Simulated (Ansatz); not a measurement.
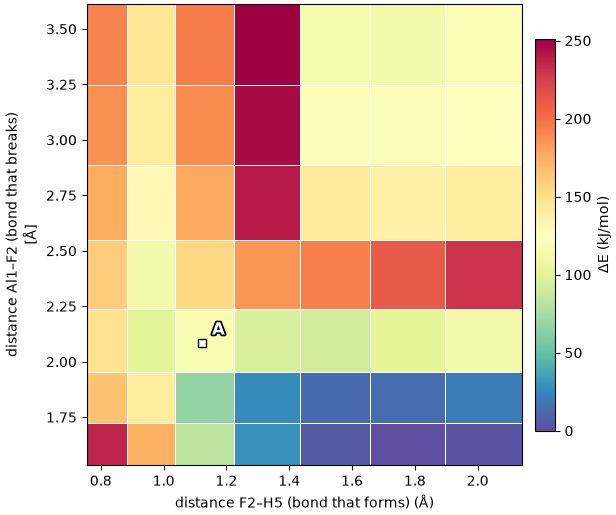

The reacting system AlF3H2O2 (fragments AlF₃H₂O₂ where the first distance is long, AlF₂HO₂ + FH where the second is long). 
- The first coordinate is: distance F2–H5 (bond that forms); the second: distance Al1–F2 (bond that breaks).
- Relaxed at each point: all other coordinates.
- Grid: 7 × 7 points.
- Points are written as (first, second).
- All energies are given in kJ/mol relative to the lowest grid point.
- Energies and slopes of some neighbouring points disagree (a jump in structure or state, or too coarse a mesh). The reference is spin-restricted, so regions where a bond is pulled apart into radicals lie too high.
- Method: RKS r2SCAN-D4/def2-SVP in Ansatz 0.2.0.

Drawn: one coloured cell a grid point, the point A.

> Is A at rest? If not, where is it pushed?

A, at (1.123 Å, 2.085 Å), is not a stationary point. The computed force is 38 kJ/mol for each Å towards smaller values of the first coordinate and 139 kJ/mol for each Å towards smaller values of the second coordinate.
